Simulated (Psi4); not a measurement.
# UM06-2X/aug-cc-pVDZ (density fitting with cc-pvdz-jkfit, sweep point 2) run of PH (SMILES [PH])

What is the vertical ionisation energy of PH at UM06-2X/aug-cc-pVDZ (density fitting with cc-pvdz-jkfit, sweep point 2)? Input form: a Python script.

The calculation is run with Psi4 1.11.

2 further runs of the same task are left out: 2 set aside as unsound or not needed.

## (1) Starting point

PH: 2 atoms, total charge 0, spin state triplet. SMILES: `[PH]`. The shape is that of a GFN2-xTB optimisation.

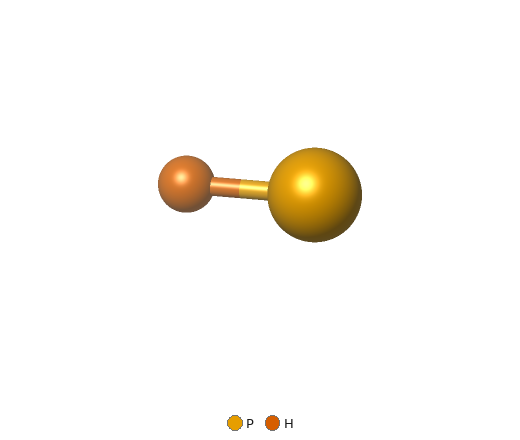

Viewed from a chosen angle; phosphorus amber, hydrogen orange.

## (2) A single-point energy at UM06-2X/aug-cc-pVDZ (density fitting with cc-pvdz-jkfit, sweep point 2)

File hp.py:

```python
import psi4

psi4.set_memory(1600000000)
psi4.set_num_threads(1)
psi4.set_output_file('run.log', False)

molecule = psi4.geometry("""
0 3
P      0.000000     0.000000     0.000000
H      0.000000     0.000000     1.399070
symmetry c1
""")

options = {'basis': 'aug-cc-pVDZ', 'reference': 'uks', 'puream': True, 'scf_type': 'df', 'dft_radial_points': 99, 'dft_spherical_points': 590, 'df_basis_scf': 'cc-pvdz-jkfit', 'maxiter': 150}
psi4.set_options(options)

result, w = psi4.energy('m06-2x', molecule=molecule, return_wfn=True)
print(f'm06-2x energy: {result:.10f} Eh')
```

Command:

```sh
python hp.py
```

run.log:

```text
[...]
  Running in c1 symmetry.
[...]
  Nuclear repulsion =    5.673524669995068
[...]
  Multiplicity = 3
[...]
  Nalpha       = 9
  Nbeta        = 7
[...]
    Number of basis functions: 36
[...]
   @DF-UKS iter   1:  -341.84177373068258   -4.15097e-01   3.05384e-03 ADIIS/DIIS
[...]
   @DF-UKS iter   7:  -341.85090640893014   -2.28771e-08   7.03164e-07 DIIS
[...]
   @S^2 Observed:                2.006346933E+00
[...]
    Orbital Energies [Eh]
    ---------------------
    Alpha Occupied:
       1A    -78.081467     2A     -6.880574     3A     -4.999770
       4A     -4.999770     5A     -4.990354     6A     -0.702599
       7A     -0.405080     8A     -0.302052     9A     -0.302052
    Alpha Virtual:
      10A      0.004456    11A      0.055145    12A      0.066768
      13A      0.066768    14A      0.101720    15A      0.129957
      16A      0.191819    17A      0.191819    18A      0.202630
      19A      0.202630    20A      0.325590    21A      0.416766
      22A      0.416766    23A      0.447097    24A      0.553662
      25A      0.553662    26A      0.591574    27A      0.627964
[...]
  @DF-UKS Final Energy:  -341.85090640893014
   => Energetics <=
    Nuclear Repulsion Energy =              5.6735246699950679
    One-Electron Energy =                -483.4626590833474893
    Two-Electron Energy =                 147.0720316364433131
    DFT Exchange-Correlation Energy =     -11.1338036320209870
    Empirical Dispersion Energy =           0.0000000000000000
    VV10 Nonlocal Energy =                  0.0000000000000000
    Total Energy =                       -341.8509064089300864
[...]
 Multipole Moments:
 ------------------------------------------------------------------------------------
     Multipole            Electronic (a.u.)      Nuclear  (a.u.)        Total (a.u.)
 ------------------------------------------------------------------------------------
 L = 1.  Multiply by 2.5417464519 to convert [e a0] to [Debye]
 Dipole X            :         -0.0000000            0.0000000           -0.0000000
 Dipole Y            :          0.0000000            0.0000000            0.0000000
 Dipole Z            :         -1.1099626            1.3108184            0.2008558
 Magnitude           :                                                    0.2008558
[...]
```

The script printed:

```text
m06-2x energy: -341.8509064089 Eh
```

Wall time 9 s (1 thread of AMD EPYC 7R43 (Zen 3), shared host); peak memory 0.53 GiB.

## (3) The doublet cation at the same level

File calc.py:

```python
import psi4

psi4.set_memory(1600000000)
psi4.set_num_threads(1)
psi4.set_output_file('output.dat', False)

mol = psi4.geometry("""
1 2
P      0.000000     0.000000     0.000000
H      0.000000     0.000000     1.399070
symmetry c1
""")

psi4.set_options({
    'basis': 'aug-cc-pVDZ',
    'reference': 'uks',
    'puream': True,
    'scf_type': 'df',
    'dft_radial_points': 99,
    'dft_spherical_points': 590,
    'df_basis_scf': 'cc-pvdz-jkfit',
    'maxiter': 150,
})

energy_value = psi4.energy("M06-2X")
print('E =', round(energy_value, 9))
```

Command:

```sh
python calc.py
```

output.dat:

```text
[...]
  Running in c1 symmetry.
[...]
  Nuclear repulsion =    5.673524669995068
[...]
  Multiplicity = 2
[...]
  Nalpha       = 8
  Nbeta        = 7
[...]
    Number of basis functions: 36
[...]
   @DF-UKS iter   1:  -341.46547990416883   -3.88031e-02   3.21195e-03 ADIIS/DIIS
[...]
   @DF-UKS iter   7:  -341.47944031505597   -1.89160e-08   7.52790e-07 DIIS
[...]
   @S^2 Observed:                7.531473692E-01
[...]
    Orbital Energies [Eh]
    ---------------------
    Alpha Occupied:
       1A    -78.478491     2A     -7.270301     3A     -5.387962
       4A     -5.385711     5A     -5.376208     6A     -1.020911
       7A     -0.715073     8A     -0.615500
    Alpha Virtual:
       9A     -0.438003    10A     -0.187355    11A     -0.142478
      12A     -0.105608    13A     -0.104771    14A     -0.100094
      15A     -0.058434    16A     -0.055420    17A     -0.044015
      18A     -0.042708    19A     -0.030793    20A      0.108827
      21A      0.184507    22A      0.195543    23A      0.227933
      24A      0.298677    25A      0.306433    26A      0.326180
[...]
  @DF-UKS Final Energy:  -341.47944031505597
   => Energetics <=
    Nuclear Repulsion Energy =              5.6735246699950679
    One-Electron Energy =                -477.6089058716927980
    Two-Electron Energy =                 141.4462646604632141
    DFT Exchange-Correlation Energy =     -10.9903237738214727
    Empirical Dispersion Energy =           0.0000000000000000
    VV10 Nonlocal Energy =                  0.0000000000000000
    Total Energy =                       -341.4794403150559674
[...]
 Multipole Moments:
 ------------------------------------------------------------------------------------
     Multipole            Electronic (a.u.)      Nuclear  (a.u.)        Total (a.u.)
 ------------------------------------------------------------------------------------
 L = 1.  Multiply by 2.5417464519 to convert [e a0] to [Debye]
 Dipole X            :          0.0000000            0.0000000            0.0000000
 Dipole Y            :         -0.0000000            0.0000000           -0.0000000
 Dipole Z            :         -0.9452400            1.3108184            0.3655784
 Magnitude           :                                                    0.3655784
[...]
```

Standard output:

```text
E = -341.479440315
```

Run time: 10 s. Hardware: 1 thread of AMD EPYC 7R43 (Zen 3), shared host; peak memory 0.52 GiB.

## (4) Results

At UM06-2X/aug-cc-pVDZ (density fitting with cc-pvdz-jkfit, sweep point 2):

| quantity | value |
| --- | --- |
| triplet PH: total energy | -341.85091 Eh |
| triplet PH: dipole moment | 0.51 D |
| triplet PH: HOMO energy (highest over α and β) | -8.22 eV |
| triplet PH: LUMO energy (lowest over α and β) | -2.53 eV |
| triplet PH: ⟨S²⟩ | 2.006 |
| doublet cation: total energy | -341.47944 Eh |
| doublet cation: HOMO energy (highest over α and β) | -16.75 eV |
| doublet cation: LUMO energy (lowest over α and β) | -11.92 eV |
| doublet cation: ⟨S²⟩ | 0.753 |
| vertical ionisation energy (to the doublet cation) | 10.108 eV |

**Reading.** Removing an electron at fixed nuclei costs 10.11 eV (975 kJ/mol).
